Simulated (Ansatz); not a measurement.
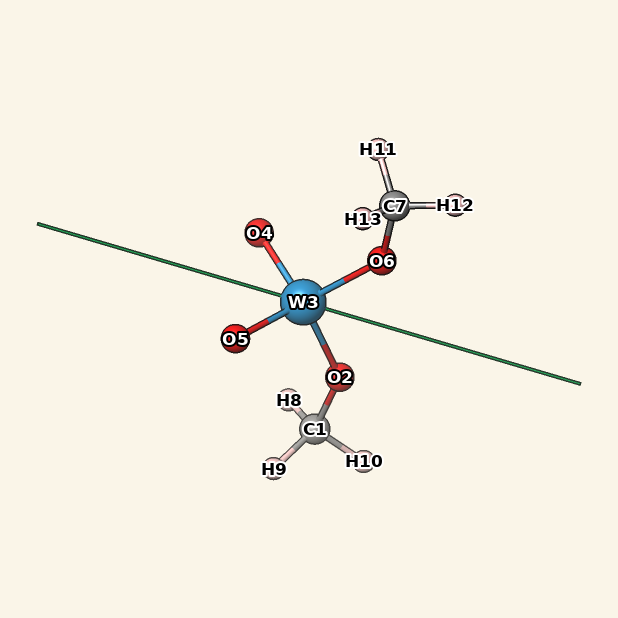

A line through the centre of mass is drawn in. Distant atoms are faded towards the background colour. The species is neutral and a spin singlet. The geometry was computed by an optimisation with PBE-D4/def2-SVP. No frequency run is at hand to confirm it as a minimum.

Question: Is the line a proper rotation axis of the structure, and of what order?

Answer: Yes, a C2 axis. A turn by 180° leaves W3 in place and moves C1 ↔ C7; O2 ↔ O6; O4 ↔ O5; H8 ↔ H13; H9 ↔ H11; H10 ↔ H12. The point group is C2v.
